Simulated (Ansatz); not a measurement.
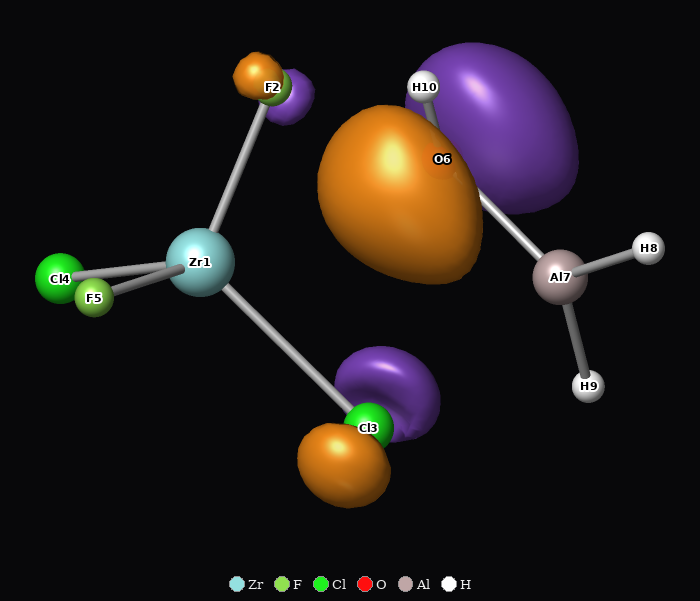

*Cl2F2Zr···AlH3O. The HOMO−1 at ±0.15 Å⁻³ᐟ² (orange and purple are the two phases), seen at a tilt.*

Core potentials replace the inner electrons of Zr; not at a stationary point (largest force 1.3 eV/Å).

The calculation used RKS PBE/def2-SVP in Ansatz.

```xyz
10

Zr   -0.0823    0.0263   -0.1467
F    -0.4786   -0.2327    1.7449
Cl    2.2769    0.1851   -0.5492
Cl   -1.3182    1.7387   -1.1421
F    -0.6181   -1.5660   -1.0145
O     1.1541    2.0514    2.0722
Al    2.8601    1.7350    1.7803
H     3.5424    0.5219    2.5667
H     3.6228    2.8959    1.0034
H     0.6402    1.3718    2.5793
```

What is the character of this orbital?

Answer. Its weight (Hirshfeld) is mainly on O6 (about 75 %) and Cl3 (about 10 %); largely a lone pair of O6. Its energy is −7.47 eV.
